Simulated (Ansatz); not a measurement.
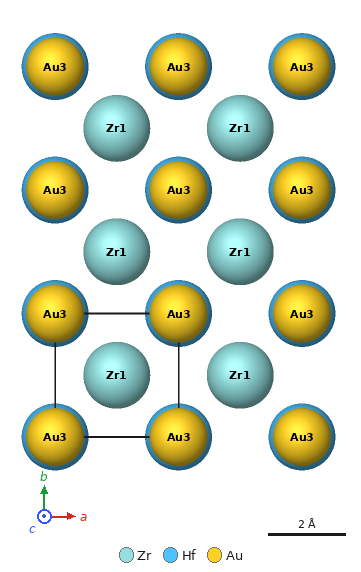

This is the input geometry for a relaxation of crystalline HfZrAu (a generated structure, set up in I4mm). A spheres-only model of the conventional cell (2 times the calculation's cell), repeated 2 × 3 × 1 with one cell outlined, seen along the c axis. Lengths and directions refer to the drawn axes.

Level of theory: Ansatz, DFT PBE, scalar-relativistic, plane waves, PAW.

The input:
```yaml
crystal:
  lattice:
    - [-1.61545, 1.61545, 5.80285]
    - [1.61545, -1.61545, 5.80285]
    - [1.61545, 1.61545, -5.80285]
  atoms:
    - { symbol: Zr, position: [0.34, 0.34, 0.0] }
    - { symbol: Hf, position: [0.66, 0.66, 0.0] }
    - { symbol: Au, position: [0.0, 0.0, 0.0] }
basis:
  ecutwfc: 420
kpoints:
  mp_grid: { grid: [18, 18, 18] }
hamiltonian:
  xc: pbe
scf:
  occupations: { method: gaussian, width: 0.1 }
output:
  forces: true
  stress: true
  eigenvalues: true
relax:
  adjacent_minimum: "off"
  f_tol: 0.005
  max_steps: 80
  cell: { stress_tol: 0.05 }
```

> Where does the relaxation end?

The atom that moves furthest relative to the cell is Au3 (0.061 Å along +c). Largest moves by element: Au 0.061 Å, Zr 0.047 Å, Hf 0.014 Å. The drawn cell changes as follows: a = b 3.231 → 3.282 Å (+1.6 %), c 11.606 → 11.698 Å (+0.8 %); the volume changes by +4.0 %. Some distances before and after: Zr1–Au3 2.944 → 3.051 Å, Zr1–Zr1 3.231 → 3.282 Å, Au3–Au3 3.231 → 3.282 Å, Hf2–Hf2 3.231 → 3.282 Å. The space group stays I4mm (No. 107). The energy falls by 19.0 meV per atom in 4 accepted moves (6 points after the start). Largest force component: 0.47 eV/Å at the start, 0.0029 eV/Å at the end. The pressure goes from 5.32 to 0.01 GPa. The line search rejected the trial step at point 1 of the run. The SCF was repeated once at an unchanged geometry on a basis and grid sized afresh for the cell, which shifted the energy by 0.2 meV per atom at most.

Step by step:

| step | E − E(0), meV/atom | largest force component, eV/Å | pressure, GPa | volume, Å³/atom | note |
| --- | --- | --- | --- | --- | --- |
| 0 | 0.00 | 0.4699 | 5.32 | 20.191 |  |
| 1 | 26.79 | 0.4990 | -7.53 | 22.550 | rejected |
| 2 | -17.32 | 0.1699 | -0.94 | 21.147 |  |
| 3 | -18.18 | 0.0953 | -0.37 | 21.050 |  |
| 4 | -18.61 | 0.0490 | 0.08 | 20.979 |  |
| 5 | -18.75 | 0.0031 | 0.01 | 20.999 |  |
| 6 | -18.96 | 0.0029 | 0.01 | 20.999 | same geometry, new basis |

Final geometry:

```
Zr Hf Au
1.0
    -1.64092    1.64092    5.84915
     1.64092   -1.64092    5.84915
     1.64092    1.64092   -5.84915
Zr Hf Au
1 1 1
Direct
  0.33596 0.33596 0.00000
  0.65879 0.65879 0.00000
  0.00524 0.00524 0.00000
```

The end point in the same view:

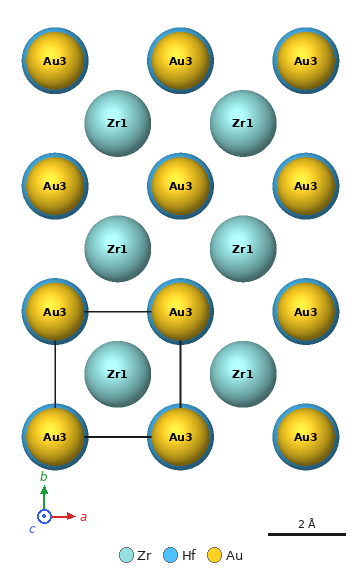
